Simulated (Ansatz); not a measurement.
```yaml
atoms:
  - { symbol: F, position_ang: [-2.7257, 0.8437, 0.3890] }
  - { symbol: C, position_ang: [-1.4766, 1.3841, 0.1136] }
  - { symbol: Si, position_ang: [-0.2645, 0.0530, -0.5059] }
  - { symbol: Al, position_ang: [2.1019, -0.3026, -0.8227] }
  - { symbol: Si, position_ang: [0.8031, -1.6119, 0.7209] }
  - { symbol: H, position_ang: [-1.6010, 2.1645, -0.6448] }
  - { symbol: H, position_ang: [-1.0956, 1.8517, 1.0267] }
  - { symbol: H, position_ang: [-0.7868, -0.5868, -1.7559] }
  - { symbol: H, position_ang: [3.4838, 0.0655, -1.5068] }
  - { symbol: H, position_ang: [0.3606, -2.9981, 1.0368] }
  - { symbol: H, position_ang: [1.2661, -0.9200, 1.9698] }
```

Geometry: PBE0-D4/def2-TZVP.

The calculation used Ansatz, RKS PBE0-D4/def2-TZVPP.

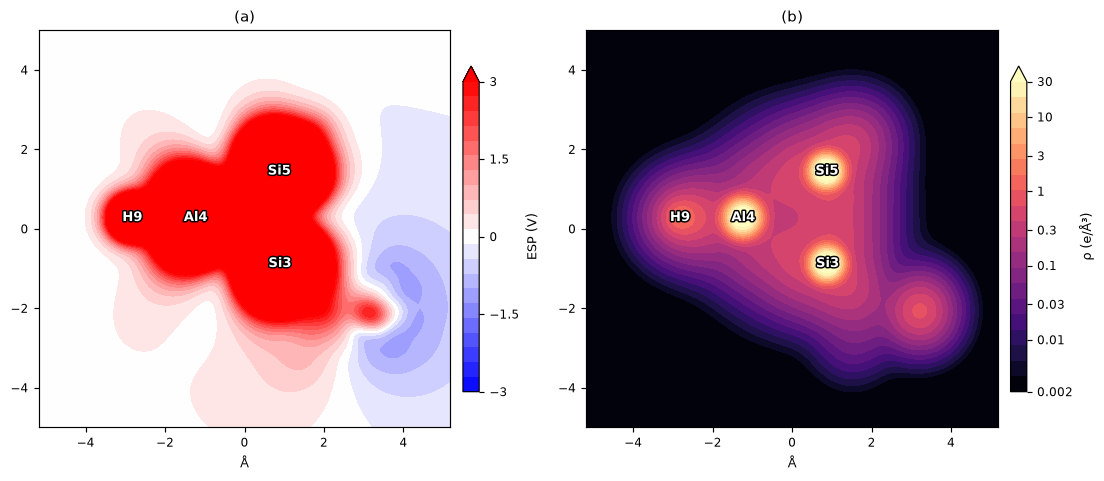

CH6AlFSi2 (SMILES FC[SiH]1[AlH][SiH2]1). (a) electrostatic potential; (b) total electron density on the plane of atoms Si5, Al4 and H9.

> Read the bonding off the picture.

The plane passes through Si, Al and H nuclei. Si–Si (2.33 Å): the density is about 0.59 e/Å³ at the midpoint. Al–Si (2.40 Å): ρ at the midpoint is about 0.45 e/Å³, with its minimum of 0.39 e/Å³ about 0.9 Å from Al. Al–H (1.59 Å): ρ is about 0.55 e/Å³ halfway. Outside the dense part of the molecule the potential is most negative (−1.1 V) near F1, which lies off the plane.
